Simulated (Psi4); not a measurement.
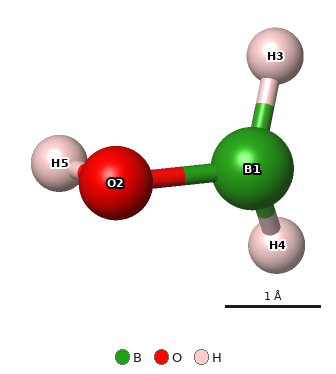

Figure 1. The input geometry (ball-and-stick view, seen at a tilt; atoms are numbered from 1 in the order of the input). Bond lengths as drawn: B–H 1.27 Å, B–O 1.53 Å and H–O 0.96 Å.

## Excited-state calculation, with input and output: BH3O (charge −1)

The run: excited-state calculation of BH3O, charge −1, multiplicity 2, SMILES [BH2-]O. Method and program: TDA (BP86)/cc-pVTZ-DK, UKS, DKH2 (Psi4 1.11).

The geometry comes from this level: GFN2-xTB.

Output
```
Relativistic analytic gradients are not implemented yet, re-routing to finite differences.

   => Loading Basis Set <=

    Name: CC-PVTZ-DK
    Role: ORBITAL
    Keyword: BASIS

         ---------------------------------------------------------
                                   SCF
                              UKS Reference
                        1 Threads,   1525 MiB Core
         ---------------------------------------------------------

  ==> Geometry <==

    Molecular point group: c1
    Full point group: C1

    Geometry (in Angstrom), charge = -1, multiplicity = 2:

       Center              X                  Y                   Z               Mass
    ------------   -----------------  -----------------  -----------------  -----------------
         B           -0.499843511304    -0.682588963859    -0.019600076562    11.009305360000
         O            0.313826488696     0.606281036141     0.080299923438    15.994914619570
         H            0.092386488696    -1.655718963859     0.535119923438     1.007825032230
         H           -0.764653511304    -0.978518963859    -1.222580076562     1.007825032230
         H            1.151816488696     0.468601036141    -0.372850076562     1.007825032230

  Running in c1 symmetry.

  Rotational constants: A =      4.84986  B =      0.79882  C =      0.76822 [cm^-1]
  Rotational constants: A = 145394.99750  B =  23948.00442  C =  23030.80569 [MHz]
  Nuclear repulsion =   28.051313121184283

  Charge       = -1
  Multiplicity = 2
  Electrons    = 17
  Nalpha       = 9
  Nbeta        = 8

  ==> Algorithm <==

  SCF Algorithm Type is DF.
  DIIS enabled.
  MOM disabled.
  Fractional occupation disabled.
  Guess Type is SAD.
  Energy threshold   = 1.00e-06
  Density threshold  = 1.00e-06
  Integral threshold = 1.00e-12

  ==> Primary Basis <==

  Basis Set: CC-PVTZ-DK
    Blend: CC-PVTZ-DK
    Number of shells: 38
    Number of basis functions: 102
    Number of Cartesian functions: 115
    Spherical Harmonics?: true
    Max angular momentum: 3

  ==> DFT Potential <==

   => LibXC <=

    Version 7.1.2

   => Composite Functional: BP86 <=

    BP86 GGA Exchange-Correlation Functional

    Deriv               =              1
    GGA                 =           TRUE
    Meta                =          FALSE

    Exchange Hybrid     =          FALSE
    MP2 Hybrid          =          FALSE

   => Exchange Functionals <=

    1.0000     XC_GGA_X_B88

   => Correlation Functionals <=

    1.0000     XC_GGA_C_P86

   => LibXC Density Thresholds  <==

    XC_GGA_C_P86:  1.00E-15
    XC_GGA_X_B88:  1.00E-15

   => Molecular Quadrature <=

    Radial Scheme          =       TREUTLER
    Pruning Scheme         =           NONE
    Nuclear Scheme         =       TREUTLER

    Blocking Scheme        =         OCTREE
    BS radius alpha        =              1
    Pruning alpha          =              1
    Radial Points          =             75
    Spherical Points       =            302
    Total Points           =         109728
    Total Blocks           =            882
    Max Points             =            256
    Max Functions          =            102
    Weights Tolerance      =       1.00E-15

   => Loading Basis Set <=

    Name: (CC-PVTZ-DK AUX)
    Role: JKFIT
    Keyword: DF_BASIS_SCF

   => Loading Basis Set <=

    Name: (CC-PVTZ-DK AUX)
    Role: DECON
    Keyword: BASIS_RELATIVISTIC

  ==> Integral Setup <==

  DFHelper Memory: AOs need 0.018 GiB; user supplied 0.824 GiB.
  SCF_SUBTYPE=INCORE selected. In-core MEM_DF algorithm will be used.
  Using in-core AOs.

  ==> MemDFJK: Density-Fitted J/K Matrices <==

    J tasked:                   Yes
    K tasked:                    No
    wK tasked:                   No
    Memory [MiB]:               843
    Algorithm:                 Core
    Schwarz Cutoff:           1E-12
    Mask sparsity (%):       0.0000
    Fitting Condition:        1E-10

   => Auxiliary Basis Set <=

  Basis Set: (CC-PVTZ-DK AUX)
    Blend: DEF2-UNIVERSAL-JKFIT
    Number of shells: 68
    Number of basis functions: 206
    Number of Cartesian functions: 242
    Spherical Harmonics?: true
    Max angular momentum: 4

  Cached 100.0% of DFT collocation blocks in 0.294 [GiB].

    Computing 2-order Douglas-Kroll-Hess integrals.
    Adding Douglas-Kroll-Hess corrections to the potential integrals.
  Minimum eigenvalue in the overlap matrix is 2.2571860284E-03.
  Reciprocal condition number of the overlap matrix is 3.9933328117E-04.
    Using symmetric orthogonalization.

  ==> Pre-Iterations <==

  SCF Guess: Superposition of Atomic Densities via on-the-fly atomic UHF (no occupation information).

   -------------------------
    Irrep   Nso     Nmo
   -------------------------
     A        102     102
   -------------------------
    Total     102     102
   -------------------------

  ==> Iterations <==

                           Total Energy        Delta E     RMS |[F,P]|

   @DF-UKS iter SAD:  -101.35082674663965   -1.01351e+02   0.00000e+00
   @DF-UKS iter   1:  -101.57159153480727   -2.20765e-01   8.62520e-03 DIIS/ADIIS
   @DF-UKS iter   2:  -100.27235571543062    1.29924e+00   1.82962e-02 DIIS/ADIIS
   @DF-UKS iter   3:  -101.91637701240312   -1.64402e+00   2.21201e-03 DIIS/ADIIS
   @DF-UKS iter   4:  -101.93443729093744   -1.80603e-02   1.52457e-03 DIIS/ADIIS
   @DF-UKS iter   5:  -101.94737815611064   -1.29409e-02   2.03801e-04 DIIS/ADIIS
   @DF-UKS iter   6:  -101.94762046975593   -2.42314e-04   4.17002e-05 DIIS
   @DF-UKS iter   7:  -101.94763008949383   -9.61974e-06   7.64399e-06 DIIS
   @DF-UKS iter   8:  -101.94763043343552   -3.43942e-07   1.60544e-06 DIIS
   @DF-UKS iter   9:  -101.94763045007703   -1.66415e-08   1.76956e-07 DIIS
  Energy and wave function converged.

  ==> Post-Iterations <==

   Electrons on quadrature grid:
      Nalpha   =    8.9999914179 ; deviation = -8.582e-06
      Nbeta    =    7.9999977009 ; deviation = -2.299e-06
      Ntotal   =   16.9999891189 ; deviation = -1.088e-05

   @Spin Contamination Metric:   2.263995683E-03
   @S^2 Expected:                7.500000000E-01
   @S^2 Observed:                7.522639957E-01
   @S   Expected:                5.000000000E-01
   @S   Observed:                5.000000000E-01

    Orbital Energies [Eh]
    ---------------------

    Alpha Occupied:

       1A    -18.531810     2A     -6.277172     3A     -0.657980
       4A     -0.227333     5A     -0.156412     6A     -0.074833
       7A     -0.060203     8A      0.019590     9A      0.105213

    Alpha Virtual:

      10A      0.210870    11A      0.287930    12A      0.290653
      13A      0.318485    14A      0.343799    15A      0.366903
      16A      0.437832    17A      0.501584    18A      0.555909
      19A      0.565887    20A      0.605906    21A      0.619634
      22A      0.644261    23A      0.691305    24A      0.751468
      25A      0.788137    26A      0.829033    27A      0.893222
      28A      0.960039    29A      0.995819    30A      1.041904
      31A      1.045077    32A      1.166820    33A      1.180758
      34A      1.289851    35A      1.308727    36A      1.385565
      37A      1.465280    38A      1.497077    39A      1.542443
      40A      1.587898    41A      1.743070    42A      1.805588
      43A      1.879636    44A      1.891701    45A      1.906120
      46A      1.969293    47A      2.020689    48A      2.086266
      49A      2.090721    50A      2.171492    51A      2.180487
      52A      2.244587    53A      2.275325    54A      2.471144
      55A      2.489167    56A      2.608081    57A      2.644982
      58A      2.700242    59A      2.825947    60A      2.966711
      61A      3.061538    62A      3.422808    63A      3.441283
      64A      3.460455    65A      3.553693    66A      3.656601
      67A      3.702572    68A      3.769132    69A      3.886719
      70A      3.909442    71A      3.975290    72A      3.980914
      73A      4.011724    74A      4.036016    75A      4.156707
      76A      4.185683    77A      4.300315    78A      4.308699
      79A      4.335607    80A      4.377943    81A      4.493783
      82A      4.554323    83A      4.653887    84A      4.748729
      85A      4.775721    86A      4.870886    87A      4.890250
      88A      5.160273    89A      5.546802    90A      5.600808
      91A      5.725503    92A      5.764967    93A      6.562940
      94A      6.595370    95A      6.707296    96A      6.750457
      97A      6.861902    98A      6.873651    99A      7.071303
     100A      7.362447   101A      8.299378   102A     11.160373

    Beta Occupied:

       1A    -18.531135     2A     -6.269098     3A     -0.656392
       4A     -0.217187     5A     -0.147052     6A     -0.070306
       7A     -0.054872     8A      0.022092

    Beta Virtual:

       9A      0.177055    10A      0.215751    11A      0.295531
      12A      0.300253    13A      0.333298    14A      0.350517
      15A      0.419396    16A      0.463665    17A      0.514513
      18A      0.566976    19A      0.587372    20A      0.623150
      21A      0.629601    22A      0.663733    23A      0.714904
      24A      0.765837    25A      0.798404    26A      0.840183
      27A      0.895514    28A      0.972882    29A      1.001119
      30A      1.054280    31A      1.062689    32A      1.186365
      33A      1.197863    34A      1.304202    35A      1.318375
      36A      1.408158    37A      1.471587    38A      1.528751
      39A      1.557418    40A      1.619726    41A      1.766205
      42A      1.817102    43A      1.901575    44A      1.912077
      45A      1.929894    46A      2.016619    47A      2.053855
      48A      2.104856    49A      2.124989    50A      2.196284
      51A      2.198243    52A      2.290838    53A      2.322035
      54A      2.492206    55A      2.500402    56A      2.635638
      57A      2.658261    58A      2.720574    59A      2.835995
      60A      2.973162    61A      3.071445    62A      3.426352
      63A      3.446621    64A      3.463330    65A      3.558938
      66A      3.662529    67A      3.708489    68A      3.776364
      69A      3.892372    70A      3.915037    71A      3.981584
      72A      3.988439    73A      4.018357    74A      4.039863
      75A      4.158442    76A      4.194056    77A      4.304095
      78A      4.319047    79A      4.342038    80A      4.385293
      81A      4.505669    82A      4.559950    83A      4.659977
      84A      4.757280    85A      4.781379    86A      4.878566
      87A      4.897226    88A      5.163757    89A      5.548805
      90A      5.604148    91A      5.728154    92A      5.767020
      93A      6.565639    94A      6.597563    95A      6.710407
      96A      6.753305    97A      6.865633    98A      6.875353
      99A      7.075908   100A      7.367223   101A      8.321901
     102A     11.163251

    Final Occupation by Irrep:
              A
    DOCC [     8 ]
    SOCC [     1 ]
    NA   [     9 ]
    NB   [     8 ]

  @DF-UKS Final Energy:  -101.94763045007703

   => Energetics <=

    Nuclear Repulsion Energy =             28.0513131211842826
    One-Electron Energy =                -198.2141324405445175
    Two-Electron Energy =                  82.1542637760608159
    DFT Exchange-Correlation Energy =     -13.9390749067776056
    Empirical Dispersion Energy =           0.0000000000000000
    VV10 Nonlocal Energy =                  0.0000000000000000
    Total Energy =                       -101.9476304500770283

  UHF NO Occupations:
  HONO-2 :    7  A 1.9997209
  HONO-1 :    8  A 1.9993413
  HONO-0 :    9  A 1.0000000
  LUNO+0 :   10  A 0.0006587
  LUNO+1 :   11  A 0.0002791
  LUNO+2 :   12  A 0.0001362
  LUNO+3 :   13  A 0.0000518

Computation Completed

Properties will be evaluated at   0.000000,   0.000000,   0.000000 [a0]

Properties computed using the SCF density matrix

 Multipole Moments:

 ------------------------------------------------------------------------------------
     Multipole            Electronic (a.u.)      Nuclear  (a.u.)        Total (a.u.)
 ------------------------------------------------------------------------------------

 L = 1.  Multiply by 2.5417464519 to convert [e a0] to [Debye]
 Dipole X            :          0.2334833            0.9277494            1.1612327
 Dipole Y            :          2.3210948           -1.3763507            0.9447441
 Dipole Z            :          0.7780132           -0.9749309           -0.1969177
 Magnitude           :                                                    1.5098938

 ------------------------------------------------------------------------------------

	total time  =          5 seconds =       0.08 minutes

******************************************************************************************
**********                               WARNING                                **********
**********       The names of excited state variables changed between 1.5       **********
**********     and 1.6. For a quick solution, remove the symmetry specifier     **********
**********   from the variable name. For full details, see 'Notes on Psivars'   **********
**********                        in the documentation.                         **********
******************************************************************************************

         ---------------------------------------------------------
                         TDSCF excitation energies
         ---------------------------------------------------------

  ==> Options <==

     Residual threshold  : 1.0000e-04
     Initial guess       : denominators
     Reference           : UHF
     Solver type         : TDA (Davidson)

  ==> Requested Excitations <==

      3 singlet states with A symmetry

  ==> Seeking the lowest 3 singlet states with A symmetry

                         Generalized Davidson Solver

  ==> Options <==

    Max number of iterations        = 60
    Eigenvector tolerance           = 1.0000e-04
    Max number of expansion vectors = 600

  => Iterations <=
                           Max[D[value]]     Max[|R|]   # vectors
  DavidsonSolver iter   1:   1.79507e-01  3.79818e-02     12
  DavidsonSolver iter   2:   1.46888e-03  1.10208e-02     15
  DavidsonSolver iter   3:   1.20282e-04  2.94790e-03     18
  DavidsonSolver iter   4:   8.87950e-06  4.79129e-04     21
  DavidsonSolver iter   5:   2.29408e-07  1.09344e-04     24
  DavidsonSolver iter   6:   1.51916e-08  3.30245e-05     25      Converged

******************************************************************************************
**********                               WARNING                                **********
**********  Length-gauge rotatory strengths are **NOT** gauge-origin invariant  **********
******************************************************************************************

                                    Excitation Energy         Total Energy        Oscillator Strength             Rotatory Strength
     #   Sym: GS->ES (Trans)        au              eV              au          au (length)    au (velocity)    au (length)    au (velocity)
    ---- -------------------- --------------- --------------- --------------- --------------- --------------- --------------- ---------------
     1        A->A (1 A)       0.10167         2.76665        -101.84596       0.0139          0.0078          0.0000          0.0012
     2        A->A (1 A)       0.15247         4.14891        -101.79516       0.0007          0.0003         -0.0007          0.0001
     3        A->A (1 A)       0.17791         4.84113        -101.76972       0.0072          0.0101         -0.0002         -0.0002

Contributing excitations
Only contributions with abs(coeff) > 1.00e-01 will be printed:

Excited State    1 (1 A):   0.10167 au   448.14 nm f = 0.0139
Alpha orbitals:
  Sums of squares: Xssq =  9.991034e-01
      9a (a) ->  10a (a)    0.999153 (99.831%)
Beta orbitals:
  Sums of squares: Xssq =  8.966478e-04

Excited State    2 (1 A):   0.15247 au   298.84 nm f = 0.0007
Alpha orbitals:
  Sums of squares: Xssq =  3.545343e-03
Beta orbitals:
  Sums of squares: Xssq =  9.964547e-01
      8a (b) ->   9a (b)    0.997485 (99.498%)

Excited State    3 (1 A):   0.17791 au   256.11 nm f = 0.0072
Alpha orbitals:
  Sums of squares: Xssq =  9.974072e-01
      9a (a) ->  11a (a)    0.692277 (47.925%)
      9a (a) ->  12a (a)   -0.718340 (51.601%)
Beta orbitals:
  Sums of squares: Xssq =  2.592779e-03

******************************************************************************************
**********                               WARNING                                **********
**********       The names of excited state variables changed between 1.5       **********
**********     and 1.6. For a quick solution, remove the symmetry specifier     **********
**********   from the variable name. For full details, see 'Notes on Psivars'   **********
**********                        in the documentation.                         **********
******************************************************************************************
```

Standard output
```
E = -101.94763045
```

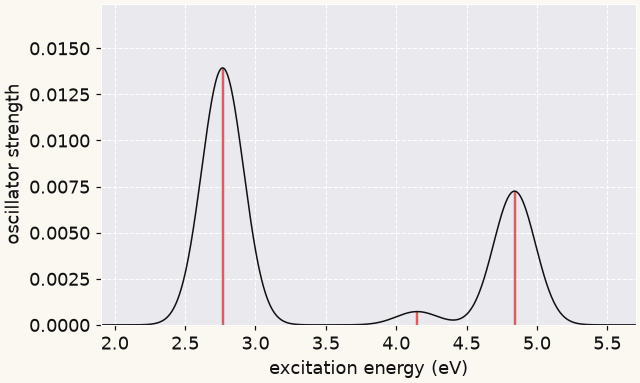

Figure 2. Computed excitations as sticks (degenerate states added up, dark ones marked on the axis), with a Gaussian envelope of 0.35 eV full width at half maximum, scaled to the tallest. Of the 3 states the lowest lies at 2.77 eV (f = 0.014); the strongest line is at 2.77 eV, or 448 nm (f = 0.014).

This output came from the following input.

Input file (job.py)
```python
import psi4

psi4.set_memory(1600000000)
psi4.set_num_threads(1)
psi4.core.set_output_file('psi4.out', False)

geom = psi4.geometry("""
-1 2
B     -0.558550    -0.234200     0.180320
O      0.255120     1.054670     0.280220
H      0.033680    -1.207330     0.735040
H     -0.823360    -0.530130    -1.022660
H      1.093110     0.916990    -0.172930
symmetry c1
""")

options = {'basis': 'cc-pVTZ-DK', 'reference': 'uks', 'scf_type': 'df', 'tdscf_states': 3, 'tdscf_tda': True, 'relativistic': 'dkh', 'dkh_order': 2}
psi4.set_options(options)

E, wfn = psi4.energy('td-bp86', return_wfn=True)
print('E =', round(E, 9))
```

Launched with:
```bash
python job.py
```

Key numbers

- outcome: converged
- total energy: −101.947630 hartree
- basis functions: 102
- ⟨S²⟩: 0.752
- lowest excitation: 2.77 eV
- hardware: 1 thread of Intel Xeon (Granite Rapids), 192 GiB of memory available, shared host
- wall time: 16 s
- peak memory: 0.53 GiB

Remarks

The record of the run, not the program, notes: unbound anion.
